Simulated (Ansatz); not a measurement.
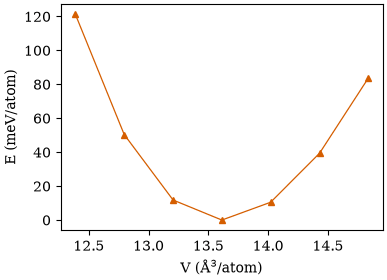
Figure. Rh (dhcp (α-La type), P6_3/mmc) under volume change, r²SCAN+D4 in the plane-wave PAW code Ansatz, shape and atoms relaxed at each volume.

What does a third-order Birch–Murnaghan fit give for V₀, B₀ and B′?

V₀ = 13.61 Å³/atom, B₀ = 290 GPa, B′ = 5.1.

The workflow started from a Materials Project entry (that database holds measured and hypothetical structures alike); the Crystallography Open Database copy checked does not list it. It is not the phase usual at ambient conditions (space group No. 225). Symmetry was held in the r²SCAN+D4 relaxation; whether a distortion lowers the energy is not shown. No spin polarisation was allowed. The pairwise dispersion correction was not fitted to metals.

Potentials: the later of the program's two PAW sets.
